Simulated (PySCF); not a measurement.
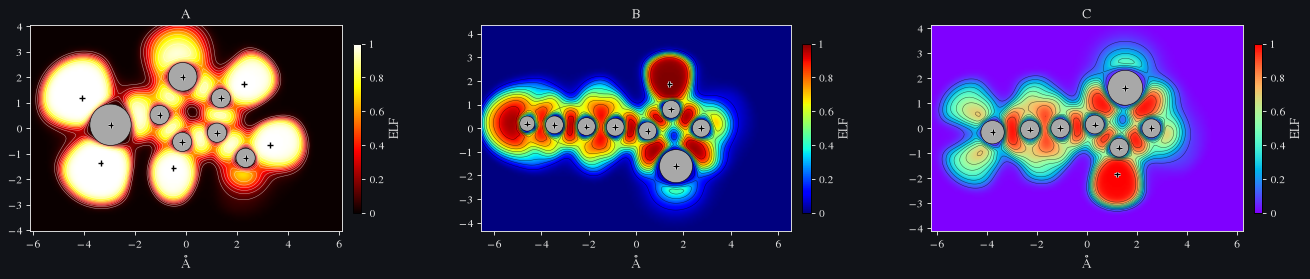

The ELF of 3 systems, each on a plane through atoms (crosses mark nuclei in the plane; grey discs cover the cores).

All numbers below come from CAM-B3LYP/def2-SVPD, SCF density, gas phase (PySCF 2.14.0).

System 1: C₆H₅NSi, the plane of atoms C5, C6 and C7. Geometry: GFN2-xTB.

| atom | x (Å) | y (Å) | z (Å) |
| --- | --- | --- | --- |
| N | 4.6783 | 2.0771 | 0.6154 |
| C | 3.6492 | 1.5763 | 0.4817 |
| C | 2.4374 | 0.9930 | 0.3241 |
| C | 1.3647 | 0.4335 | 0.1865 |
| C | 0.0951 | -0.0825 | 0.0170 |
| C | -0.3464 | -1.3559 | 0.0034 |
| C | -1.8272 | -1.2651 | -0.2238 |
| Si | -1.6466 | 0.6554 | -0.2760 |
| H | 0.2201 | -2.2667 | 0.1266 |
| H | -2.4090 | -1.6938 | 0.5923 |
| H | -2.1476 | -1.7649 | -1.1381 |
| H | -1.8543 | 1.2970 | -1.5699 |
| H | -2.2183 | 1.3971 | 0.8430 |

System 2: C₅H₅BF₂Si (SMILES FB(F)C#CC1=CC[SiH2]1), the plane of atoms C6, Si9 and C8. Geometry: GFN2-xTB.

```yaml
atoms:
  - { symbol: F, position_ang: [4.5305, 0.0232, -1.0613] }
  - { symbol: B, position_ang: [3.7870, -0.4884, -0.0928] }
  - { symbol: F, position_ang: [4.4703, -1.1857, 0.8006] }
  - { symbol: C, position_ang: [2.3015, -0.2917, -0.0164] }
  - { symbol: C, position_ang: [1.1010, -0.1195, 0.0732] }
  - { symbol: C, position_ang: [-0.2743, 0.0521, 0.0926] }
  - { symbol: C, position_ang: [-1.0989, 0.3949, 1.1010] }
  - { symbol: C, position_ang: [-2.4772, 0.4168, 0.5066] }
  - { symbol: Si, position_ang: [-1.6885, -0.0708, -1.1869] }
  - { symbol: H, position_ang: [-0.8485, 0.6269, 2.1251] }
  - { symbol: H, position_ang: [-3.1511, -0.3003, 0.9755] }
  - { symbol: H, position_ang: [-2.9543, 1.3943, 0.5770] }
  - { symbol: H, position_ang: [-1.9910, -1.4071, -1.6908] }
  - { symbol: H, position_ang: [-1.7072, 0.9546, -2.2256] }
```

System 3: C₅H₇AlS (SMILES Cc1cs[c]([AlH2])c1), the plane of atoms C2, C3 and H11. Geometry: GFN2-xTB.

```yaml
atoms:
  - { symbol: C, position_ang: [-2.1858, 0.8843, 0.0298] }
  - { symbol: C, position_ang: [-1.0009, -0.0046, -0.1619] }
  - { symbol: C, position_ang: [-1.0419, -1.2571, -0.6961] }
  - { symbol: S, position_ang: [0.5025, -2.0034, -0.7719] }
  - { symbol: C, position_ang: [1.2761, -0.6053, -0.0619] }
  - { symbol: Al, position_ang: [3.1456, -0.2182, 0.4032] }
  - { symbol: C, position_ang: [0.3201, 0.3543, 0.1947] }
  - { symbol: H, position_ang: [-2.3070, 1.1290, 1.0847] }
  - { symbol: H, position_ang: [-3.0927, 0.3998, -0.3231] }
  - { symbol: H, position_ang: [-2.0490, 1.8160, -0.5180] }
  - { symbol: H, position_ang: [-1.8995, -1.7921, -1.0550] }
  - { symbol: H, position_ang: [3.4251, 1.1948, 0.9660] }
  - { symbol: H, position_ang: [4.3300, -1.2049, 0.2498] }
  - { symbol: H, position_ang: [0.5770, 1.3070, 0.6375] }
```

**Which map belongs to which system?**

Panel A is system 3, C₅H₇AlS: the plane holds C, S, Al and H. C–C (1.36 Å): the ELF peaks at about 0.95 between the atoms: localised, covalent bonding. Panel B is system 1, C₆H₅NSi: the plane holds N, C, Si and H. C–N (1.15 Å): the ELF peaks at about 0.85 between the atoms (a short, multiple covalent bond). Panel C is system 2, C₅H₅BF₂Si: the plane holds B, C, Si and H. C–C (1.22 Å): the ELF peaks at about 0.90 between the atoms; a multiple bond.
